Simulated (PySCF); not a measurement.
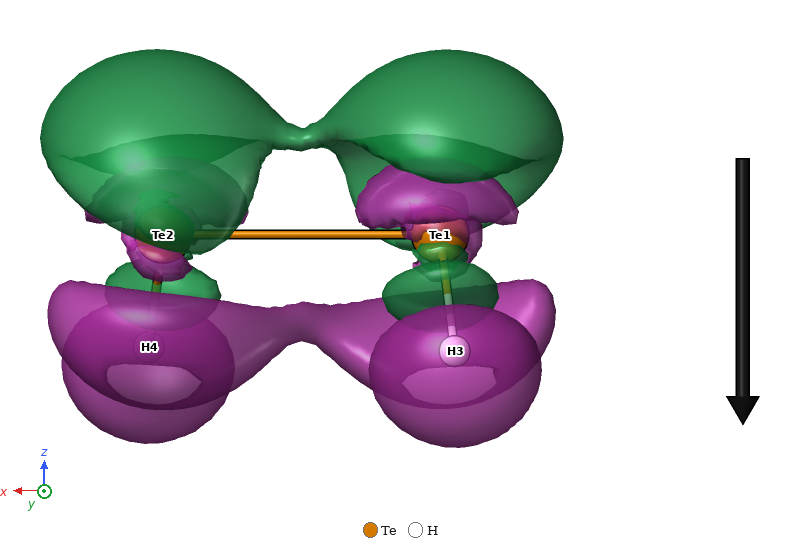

Figure. H2Te2. Change of the electron density in a uniform field of 0.41 V/Å along −z (arrow), surfaces at ±0.003 e/Å³ (green: gain, purple: loss).

Computed with PySCF, PBE0/def2-SVP, geometry: GFN2-xTB. Core potentials replace the inner electrons of Te; spin–orbit coupling isn't included. No frequency check shows the geometry to be a minimum. A basis without diffuse functions makes polarisabilities too small. GFN2-xTB bond lengths at metals and heavier atoms can be off by up to 0.1 Å and shapes distorted, which carries into these values.

Coordinates in Å:

```
Te1     -1.3438   -0.0252    0.0210
Te2      1.3438    0.0252    0.0210
H3      -1.4903    1.1833   -1.0910
H4       1.4903   -1.1833   -1.0910
```

The field was applied in both directions; the picture shows the one opposite to the script's first.

How large is the response?

Answer. The induced dipole is 0.99 D (along the field); α along this axis, from the fields in both directions, is 49 bohr³ (7.2 Å³).

Run time: 9.5 s on 1 thread of Intel(R) Xeon(R) CPU @ 2.60GHz (Ice Lake), on a shared host, peak memory 0.31 GiB.
